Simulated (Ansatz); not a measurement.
# F− with Br₂: structure and interaction energy, part 2 of 2

Ansatz 0.2.0, Gaussian basis. Earlier steps stand in the parts before.

### 9 MP2/def2-QZVPPD

Contents of ab/in.yaml:

```yaml
crystal:
  periodic: [false, false, false]
  atoms:
    - {symbol: F, position_ang: [0.000767, 0.010640, -2.160829]}
    - {symbol: Br, position_ang: [0.000067, 0.000898, -0.199254]}
    - {symbol: Br, position_ang: [-0.000833, -0.011638, 2.359983]}
basis:
  gaussian: {orbitals: "def2-QZVPPD.json"}
total_charge: -1
correlation: {method: mp2}
```

Contents of a/in.yaml:

```yaml
crystal:
  periodic: [false, false, false]
  atoms:
    - {symbol: F, position_ang: [0.000767, 0.010640, -2.160829]}
basis:
  gaussian:
    orbitals: "def2-QZVPPD.json"
    ghost_atoms:
      - {symbol: Br, position_ang: [0.000067, 0.000898, -0.199254]}
      - {symbol: Br, position_ang: [-0.000833, -0.011638, 2.359983]}
total_charge: -1
correlation: {method: mp2}
```

Contents of b/in.yaml:

```yaml
crystal:
  periodic: [false, false, false]
  atoms:
    - {symbol: Br, position_ang: [0.000067, 0.000898, -0.199254]}
    - {symbol: Br, position_ang: [-0.000833, -0.011638, 2.359983]}
basis:
  gaussian:
    orbitals: "def2-QZVPPD.json"
    ghost_atoms:
      - {symbol: F, position_ang: [0.000767, 0.010640, -2.160829]}
correlation: {method: mp2}
```

The same command starts each run, in its folder.

Started as:

```
$ ansatz run in.yaml --threads 4 --pin off --events-out ev --progress --plain --max-ram 9574MiB
```

Output in ab, cut to the lines that bear on the results:

```text
Functional definition: HF
  name "HF"
  cite "Fock, Z. Phys. 61, 126 (1930) doi:10.1007/BF01340294"
  parent pbe
[...]
1662 factors; integrals over basis functions are off by at most 1.2e-3 eV
[...]
mean field -142708.66451005 eV, -5244.4466893371 hartree, gradient 1.5e-6 eV, S^2 0.000000; 0 other end points of the search recorded, 0 dependent functions left out
19 core orbitals not correlated: weight in the atoms' cores, before any rotation towards them, 1.000 or more for the frozen orbitals, at most 0.000 for the correlated occupied ones
reference -142708.66451005 eV, -5244.4466893371 hartree; 21, 21 occupied and 222, 222 virtual orbitals, 1662 factors
second order -40.94717568 eV of doubles, -0.00000000 eV of singles
Total energy: -142749.61168572 eV, -5245.9514702883 hartree
```

Log of a, cut to the lines that bear on the results:

```text
[... 4 set-up lines as earlier in the session ...]
[...]
1652 factors; integrals over basis functions are off by at most 1.1e-3 eV
[...]
mean field -2706.42192071 eV, -99.4591711075 hartree, gradient 8.9e-7 eV, S^2 0.000000; 0 other end points of the search recorded, 0 dependent functions left out
1 core orbitals not correlated: weight in the atoms' cores, before any rotation towards them, 1.000 or more for the frozen orbitals, at most 0.000 for the correlated occupied ones
reference -2706.42192071 eV, -99.4591711075 hartree; 4, 4 occupied and 257, 257 virtual orbitals, 1652 factors
second order -8.50337477 eV of doubles, -0.00000000 eV of singles
Total energy: -2714.92529548 eV, -99.7716643664 hartree
```

Log of b, cut to the lines that bear on the results:

```text
[... 4 set-up lines as earlier in the session ...]
[...]
1658 factors; integrals over basis functions are off by at most 1.2e-3 eV
[...]
mean field -139999.91801122 eV, -5144.9020915595 hartree, gradient 1.5e-6 eV, S^2 0.000000; 0 other end points of the search recorded, 0 dependent functions left out; unrestricted orbitals would lower it
[...]
18 core orbitals not correlated: weight in the atoms' cores, before any rotation towards them, 1.000 or more for the frozen orbitals, at most 0.000 for the correlated occupied ones
reference -139999.91801122 eV, -5144.9020915595 hartree; 17, 17 occupied and 227, 227 virtual orbitals, 1658 factors
second order -32.26963234 eV of doubles, -0.00000000 eV of singles
Total energy: -140032.18764355 eV, -5146.0879786747 hartree
```

They took 4.3 s (ab), 1.7 s (a), 4.3 s (b) on 4 threads of Intel Xeon 6975P-C, shared host; peak memory 0.81 GiB.

Interaction energy, ab − a − b: -2499 meV.

### 10 Hartree-Fock/STO-3G

Edit ab/in.yaml of step 9 so:

```diff
@@ -7,4 +7,4 @@
 basis:
-  gaussian: {orbitals: "def2-QZVPPD.json"}
+  gaussian: {orbitals: STO-3G}
 total_charge: -1
-correlation: {method: mp2}
+hamiltonian: {xc: hf}
```

Edit a/in.yaml of step 9 so:

```diff
@@ -6,3 +6,3 @@
   gaussian:
-    orbitals: "def2-QZVPPD.json"
+    orbitals: STO-3G
     ghost_atoms:
@@ -11,2 +11,2 @@
 total_charge: -1
-correlation: {method: mp2}
+hamiltonian: {xc: hf}
```

Edit b/in.yaml of step 9 so:

```diff
@@ -7,5 +7,5 @@
   gaussian:
-    orbitals: "def2-QZVPPD.json"
+    orbitals: STO-3G
     ghost_atoms:
       - {symbol: F, position_ang: [0.000767, 0.010640, -2.160829]}
-correlation: {method: mp2}
+hamiltonian: {xc: hf}
```

The same command starts each run, in its folder.

Started as:

```
$ ansatz run in.yaml --threads 4 --pin off --events-out ev --progress --plain --max-ram 9574MiB
```

Output in ab, cut to the lines that bear on the results:

```text
[... 4 set-up lines as earlier in the session ...]
[...]
426 factors; integrals over basis functions are off by at most 2.1e-5 eV
[...]
mean field -141150.09163256 eV, -5187.1701925283 hartree, gradient 8.7e-6 eV, S^2 0.000000; 0 other end points of the search recorded, 0 dependent functions left out
reference -141150.09163256 eV, -5187.1701925283 hartree; 40, 40 occupied and 1, 1 virtual orbitals, 426 factors
Total energy: -141150.09163256 eV, -5187.1701925283 hartree
```

Output in a, cut to the lines that bear on the results:

```text
[... 4 set-up lines as earlier in the session ...]
[...]
251 factors; integrals over basis functions are off by at most 1.2e-3 eV
[...]
mean field -2660.18995150 eV, -97.7601775762 hartree, gradient 9.6e-6 eV, S^2 0.000000; 0 other end points of the search recorded, 0 dependent functions left out
reference -2660.18995150 eV, -97.7601775762 hartree; 5, 5 occupied and 36, 36 virtual orbitals, 251 factors
Total energy: -2660.18995150 eV, -97.7601775762 hartree
```

Output in b, cut to the lines that bear on the results:

```text
[... 4 set-up lines as earlier in the session ...]
[...]
398 factors; integrals over basis functions are off by at most 1.8e-3 eV
[...]
mean field -138487.02879476 eV, -5089.3044383277 hartree, gradient 2.3e-5 eV, S^2 0.000000; 0 other end points of the search recorded, 0 dependent functions left out
reference -138487.02879476 eV, -5089.3044383277 hartree; 35, 35 occupied and 6, 6 virtual orbitals, 398 factors
Total energy: -138487.02879476 eV, -5089.3044383277 hartree
```

Wall times: 0.1 s (ab), 0.1 s (a), 0.1 s (b) on 4 threads of Intel Xeon 6975P-C, shared host.

E(ab) − E(a) − E(b) = -2873 meV.

### 11 SPW92/def2-SVP

Edit ab/in.yaml of step 10 so:

```diff
@@ -7,4 +7,4 @@
 basis:
-  gaussian: {orbitals: STO-3G}
+  gaussian: {orbitals: def2-SVP}
 total_charge: -1
-hamiltonian: {xc: hf}
+hamiltonian: {xc: lda}
```

Edit a/in.yaml of step 10 so:

```diff
@@ -6,3 +6,3 @@
   gaussian:
-    orbitals: STO-3G
+    orbitals: def2-SVP
     ghost_atoms:
@@ -11,2 +11,2 @@
 total_charge: -1
-hamiltonian: {xc: hf}
+hamiltonian: {xc: lda}
```

Edit b/in.yaml of step 10 so:

```diff
@@ -7,5 +7,5 @@
   gaussian:
-    orbitals: STO-3G
+    orbitals: def2-SVP
     ghost_atoms:
       - {symbol: F, position_ang: [0.000767, 0.010640, -2.160829]}
-hamiltonian: {xc: hf}
+hamiltonian: {xc: lda}
```

One command serves all of them, each in its own folder.

Started as:

```
$ ansatz run in.yaml --threads 4 --pin off --events-out ev --progress --plain --max-ram 9574MiB
```

Output in ab, cut to the lines that bear on the results:

```text
Functional definition: SPW92
  name "SPW92"
  cite "Dirac, Proc. Camb. Phil. Soc. 26, 376 (1930) doi:10.1017/S0305004100016108"
  cite "Slater, Phys. Rev. 81, 385 (1951) doi:10.1103/PhysRev.81.385"
  cite "Perdew & Wang, Phys. Rev. B 45, 13244 (1992) doi:10.1103/PhysRevB.45.13244"
[...]
838 factors; their error is unknown
[...]
mean field -142580.86917619 eV, -5239.7502974405 hartree, gradient 7.8e-5 eV, S^2 0.000000; 0 other end points of the search recorded, 0 dependent functions left out
reference -142580.86919621 eV, -5239.7502981763 hartree; 40, 40 occupied and 38, 38 virtual orbitals, 838 factors
Total energy: -142580.86919621 eV, -5239.7502981763 hartree
```

Output in a, cut to the lines that bear on the results:

```text
[... 5 set-up lines as earlier in the session ...]
[...]
736 factors; their error is unknown
[...]
mean field -2695.86124549 eV, -99.0710734512 hartree, gradient 4.8e-5 eV, S^2 0.000000; 2 other end points of the search recorded, 0 dependent functions left out
reference -2695.86126114 eV, -99.0710740263 hartree; 5, 5 occupied and 73, 73 virtual orbitals, 736 factors
Total energy: -2695.86126114 eV, -99.0710740263 hartree
```

Output in b, cut to the lines that bear on the results:

```text
[... 5 set-up lines as earlier in the session ...]
[...]
797 factors; their error is unknown
[...]
mean field -139881.09299741 eV, -5140.5353528447 hartree, gradient 4.8e-5 eV, S^2 0.000000; 0 other end points of the search recorded, 0 dependent functions left out
reference -139881.09301753 eV, -5140.5353535839 hartree; 35, 35 occupied and 43, 43 virtual orbitals, 797 factors
Total energy: -139881.09301753 eV, -5140.5353535839 hartree
```

They took 0.2 s (ab), 0.25 s (a), 0.2 s (b) on 4 threads of Intel Xeon 6975P-C, shared host.

Interaction energy, ab − a − b: -3915 meV.

### 12 wB97M-V/def2-SVP

The same edit goes into each in.yaml of step 11 (ab, a, b):

```diff
-hamiltonian: {xc: lda}
+hamiltonian: {xc: {name: wB97M-V}}
```

One command serves all of them, each in its own folder.

Started as:

```
$ ansatz run in.yaml --threads 4 --pin off --events-out ev --progress --plain --max-ram 9574MiB
```

Output in ab, cut to the lines that bear on the results:

```text
[... 5 set-up lines as earlier in the session ...]
  # Of w^i u^j: cxij and so on, Table III.
[...]
  gx(w, u) = 1 - cx + cx01*u + cx10*w
[...]
736 factors; integrals over basis functions are off by at most 7.0e-4 eV
119 factors; integrals over basis functions are off by at most 2.2e-5 eV
[...]
mean field -142783.14743952 eV, -5247.1838865089 hartree, gradient 2.5e-5 eV, S^2 0.000000; 0 other end points of the search recorded, 0 dependent functions left out
reference -142783.14746179 eV, -5247.1838873274 hartree; 40, 40 occupied and 38, 38 virtual orbitals, 736 factors
Total energy: -142783.14746179 eV, -5247.1838873274 hartree
```

Log of a, cut to the lines that bear on the results:

```text
[... 5 set-up lines as earlier in the session ...]
  # Of w^i u^j: cxij and so on, Table III.
[...]
  gx(w, u) = 1 - cx + cx01*u + cx10*w
[...]
      + integral(e_c_pw_mod_opposite_spin*gos(b97_w_opposite, b97_u_opposite)) + vv10(b, c)
736 factors; their error is unknown
92 factors; integrals over basis functions are off by at most 8.0e-5 eV
[...]
mean field -2712.69165991 eV, -99.6895797733 hartree, gradient 3.1e-5 eV, S^2 0.000000; 0 other end points of the search recorded, 0 dependent functions left out
reference -2712.69167964 eV, -99.6895804984 hartree; 5, 5 occupied and 73, 73 virtual orbitals, 736 factors
Total energy: -2712.69167964 eV, -99.6895804984 hartree
```

Log of b, cut to the lines that bear on the results:

```text
[... 5 set-up lines as earlier in the session ...]
  # Of w^i u^j: cxij and so on, Table III.
[...]
  gx(w, u) = 1 - cx + cx01*u + cx10*w
[...]
683 factors; integrals over basis functions are off by at most 1.1e-3 eV
113 factors; integrals over basis functions are off by at most 4.8e-5 eV
[...]
mean field -140067.18444814 eV, -5147.3740875217 hartree, gradient 5.7e-5 eV, S^2 0.000000; 0 other end points of the search recorded, 0 dependent functions left out
reference -140067.18447062 eV, -5147.3740883477 hartree; 35, 35 occupied and 43, 43 virtual orbitals, 683 factors
Total energy: -140067.18447062 eV, -5147.3740883477 hartree
```

Wall times: 1.1 s (ab), 0.65 s (a), 1.1 s (b) on 4 threads of Intel Xeon 6975P-C, shared host.

E(ab) − E(a) − E(b) = -3271 meV.

### 13 CCSD(T)/def2-SVP

The same edit goes into each in.yaml of step 12 (ab, a, b):

```diff
-hamiltonian: {xc: {name: wB97M-V}}
+correlation: {method: ccsd_t}
```

Each run has its own folder and the same command.

Started as:

```
$ ansatz run in.yaml --threads 4 --pin off --events-out ev --progress --plain --max-ram 9574MiB
```

Log of ab, cut to the lines that bear on the results:

```text
[... 4 set-up lines as earlier in the session ...]
[...]
736 factors; integrals over basis functions are off by at most 7.0e-4 eV
[...]
mean field -142684.78864840 eV, -5243.5692676053 hartree, gradient 2.0e-6 eV, S^2 0.000000; 0 other end points of the search recorded, 0 dependent functions left out
19 core orbitals not correlated: weight in the atoms' cores, before any rotation towards them, 1.000 or more for the frozen orbitals, at most 0.000 for the correlated occupied ones
reference -142684.78864840 eV, -5243.5692676053 hartree; 21, 21 occupied and 38, 38 virtual orbitals, 736 factors
second order -18.12732759 eV of doubles, -0.00000000 eV of singles
cycle   1  -17.77060870 eV  change    3.6e-1 eV  update   9.8e-2
[...]
cycle   9  -18.21285352 eV  change   -2.9e-5 eV  update   3.2e-5
perturbative correction -0.39306333 eV, -0.0144448108 hartree
Total energy: -142703.39456525 eV, -5244.2530224378 hartree
```

Log of a, cut to the lines that bear on the results:

```text
[... 4 set-up lines as earlier in the session ...]
[...]
481 factors; integrals over basis functions are off by at most 1.6e-3 eV
[...]
mean field -2702.03238705 eV, -99.2978587207 hartree, gradient 1.8e-6 eV, S^2 0.000000; 0 other end points of the search recorded, 0 dependent functions left out
1 core orbitals not correlated: weight in the atoms' cores, before any rotation towards them, 1.000 or more for the frozen orbitals, at most 0.000 for the correlated occupied ones
reference -2702.03238705 eV, -99.2978587207 hartree; 4, 4 occupied and 73, 73 virtual orbitals, 481 factors
second order -5.40284646 eV of doubles, -0.00000000 eV of singles
cycle   1  -5.36392473 eV  change    3.9e-2 eV  update   5.0e-2
[...]
cycle  12  -5.47147239 eV  change    1.0e-6 eV  update   5.1e-6
perturbative correction -0.03893798 eV, -0.0014309442 hartree
Total energy: -2707.54279741 eV, -99.5003625664 hartree
```

b printed, cut to the lines that bear on the results:

```text
[... 4 set-up lines as earlier in the session ...]
[...]
683 factors; integrals over basis functions are off by at most 1.1e-3 eV
[...]
mean field -139980.00802643 eV, -5144.1704131140 hartree, gradient 2.0e-6 eV, S^2 0.000000; 0 other end points of the search recorded, 0 dependent functions left out; unrestricted orbitals would lower it
[...]
reference -139980.00802643 eV, -5144.1704131140 hartree; 17, 17 occupied and 43, 43 virtual orbitals, 683 factors
second order -12.61801159 eV of doubles, -0.00000000 eV of singles
cycle   1  -12.54644534 eV  change    7.2e-2 eV  update   6.4e-2
[...]
cycle   9  -12.85771074 eV  change   -4.2e-6 eV  update   2.3e-5
perturbative correction -0.32308202 eV, -0.0118730451 hartree
Total energy: -139993.18881918 eV, -5144.6547983134 hartree
```

They took 0.9 s (ab), 0.35 s (a), 0.75 s (b) on 4 threads of Intel Xeon 6975P-C, shared host.

E(ab) − E(a) − E(b) = -2663 meV.

### 14 Vibrations of the pair

Contents of vib/in.yaml:

```yaml
crystal:
  periodic: [false, false, false]
  atoms:
    - {symbol: F, position_ang: [0.000767, 0.010640, -2.160829]}
    - {symbol: Br, position_ang: [0.000067, 0.000898, -0.199254]}
    - {symbol: Br, position_ang: [-0.000833, -0.011638, 2.359983]}
basis:
  gaussian: {orbitals: def2-TZVP}
total_charge: -1
hamiltonian: {xc: pbe0, dispersion: d4}
phonons: {temperatures: {t_min: 298.15, t_max: 900, t_step: 200}}
```

Started as:

```
$ ansatz run in.yaml --threads 4 --pin off --events-out ev --progress --plain --max-ram 9574MiB
```

Log, cut to the lines that bear on the results:

```text
[... 5 set-up lines as earlier in the session ...]
[...]
982 factors; their error is unknown
[...]
mean field -142793.95735337 eV, -5247.5811435157 hartree, gradient 3.2e-5 eV, S^2 0.000000; 0 other end points of the search recorded, 0 dependent functions left out
[...]
Total energy: -142794.00986435 eV, -5247.5830732587 hartree
Atom 0 at     0.000767     0.010640    -2.160829 Å, force    -0.000022    -0.000297     0.034835 eV/Å
Atom 1 at     0.000067     0.000898    -0.199254 Å, force     0.000069     0.000951    -0.148977 eV/Å
Atom 2 at    -0.000833    -0.011638     2.359983 Å, force    -0.000047    -0.000654     0.114142 eV/Å
Dipole moment:    -0.000150    -0.002085     0.418889 e Å
Vibrations: 158.50 158.50 194.71 422.52 cm⁻¹, zero-point energy 0.057916 eV
```

Wall time 12 s (4 threads of Intel Xeon 6975P-C, shared host).

The modes, with what each moves most:

```
mode  wavenumber (cm⁻¹)      character
   1                158           bend
   2                158           bend
   3                195  Br–Br stretch
   4                423   Br–F stretch
```

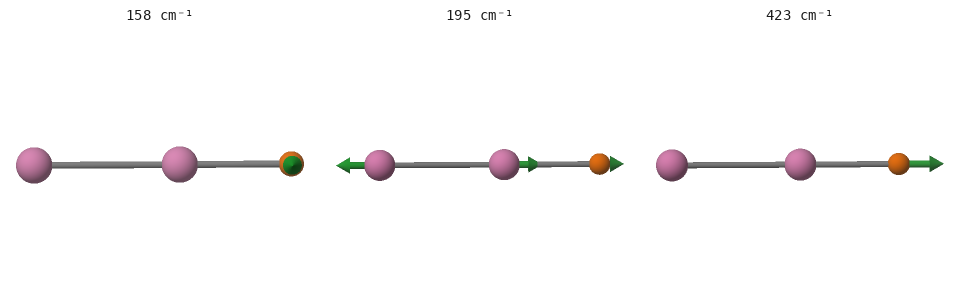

Displacements of 3 modes, as arrows.

Vibrational sums (real modes only):

```
T (K)  entropy (J/mol/K)  heat capacity (J/mol/K)
  298               34.3                     29.5
  498               50.1                     31.8
  698               61.0                     32.5
  898               69.2                     32.8
```

### 15 The ladder

The basis limit takes Hartree-Fock with exponent 7.88 and MP2 correlation with exponent 2.97 from the triple- and quadruple-zeta runs, and adds the coupled-cluster step over MP2 from triple zeta. Where a quadruple-zeta run was CCSD(T), only its Hartree-Fock and MP2 parts are used.

Rows are in def2-TZVPPD; times add the 3 runs of a level on a shared host, so small differences are noise.

Differences are taken before rounding.

```
      method                    rung  interaction (meV)  from CCSD(T)/CBS (meV)   time
      PBE-D4                     GGA              -2679                    -228  1.6 s
   revPBE-D4                     GGA              -2535                     -84  1.6 s
     BLYP-D4                     GGA              -2425                     +26  1.8 s
   r2SCAN-D4                meta-GGA              -2820                    -370  2.7 s
      B97M-V                meta-GGA              -2703                    -253  4.5 s
     PBE0-D4                  hybrid              -2711                    -261  2.3 s
    B3LYP-D4                  hybrid              -2505                     -55  2.5 s
    HSE06-D4         screened hybrid              -2722                    -272  2.7 s
     wB97X-V  range-separated hybrid              -2556                    -106  5.2 s
     wB97M-V  range-separated hybrid              -2535                     -85  6.2 s
      B2PLYP           double hybrid              -2460                     -10  4.7 s
Hartree-Fock            wavefunction              -2303                    +148       
         MP2            wavefunction              -2387                     +63       
        CCSD            wavefunction              -2236                    +214       
     CCSD(T)            wavefunction              -2269                    +181   15 s
 CCSD(T)/CBS                                      -2450                       0   25 s
```

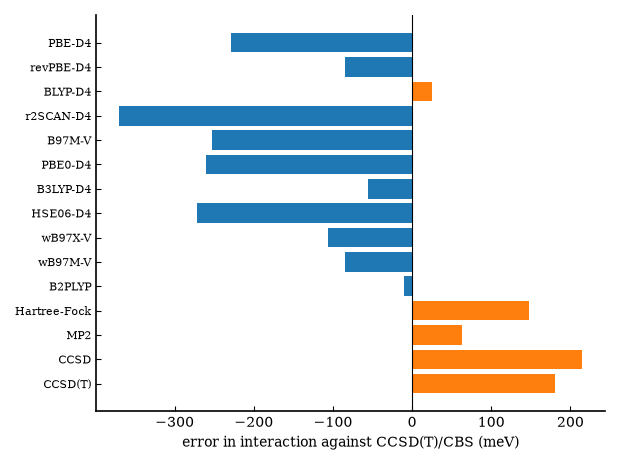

Error of each method against CCSD(T)/CBS.

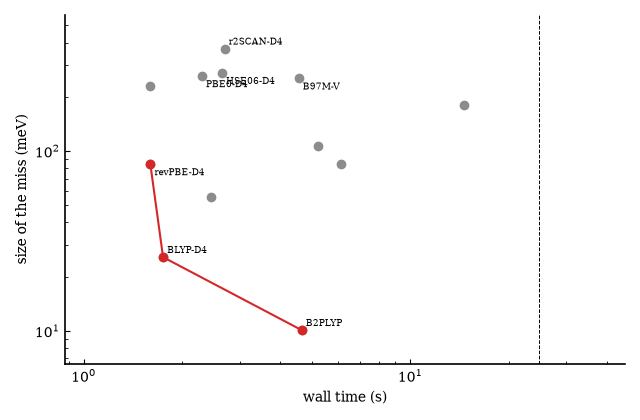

Miss against cost. Red marks the levels that no quicker level drawn beats (of those quicker than the yardstick), and the dashed line is the time of CCSD(T)/CBS. Only those levels and the largest misses are named. Times are from a shared host.

For cost: B2PLYP gets within 10 meV in 4.7 s, where CCSD(T)/CBS took 25 s; the quickest level in the cost chart, revPBE-D4, takes 1.6 s and misses by 84 meV.

### 16 Results

The summary covers parts 1 to 2.

| quantity | value |
| --- | --- |
| interaction energy, CCSD(T)/CBS | -2450 meV |
| of it Hartree-Fock (basis limit) | -2328 meV |
| D4 term of PBE0-D4 | -19 meV |
| shortest contact | F1–Br2 1.96 Å |
| lowest wavenumber | 158 cm⁻¹ |

The pair is bound by 2450 meV at fixed fragment shapes. Hartree-Fock gives 95 % of it, so electrostatics, induction and charge transfer lead. The functionals run from B2PLYP, off by -10 meV, to r2SCAN-D4, off by -370 meV, against CCSD(T)/CBS. By rung, the mean size of the error is: GGA 113, meta-GGA 311, hybrid 158, screened hybrid 272, range-separated hybrid 95, double hybrid 10 meV. The double hybrids carry no dispersion term here, unlike the levels marked D4 or V. PBE-D4 gives an interaction energy 228 meV too low, an error of 9 % of the reference. CCSD(T) moves by -181 meV from triple zeta to the limit; gaps between functionals far smaller than that don't rank them. A lower arrangement may exist. The restricted Hartree–Fock reference is unstable towards an unrestricted one at one or more of these structures.
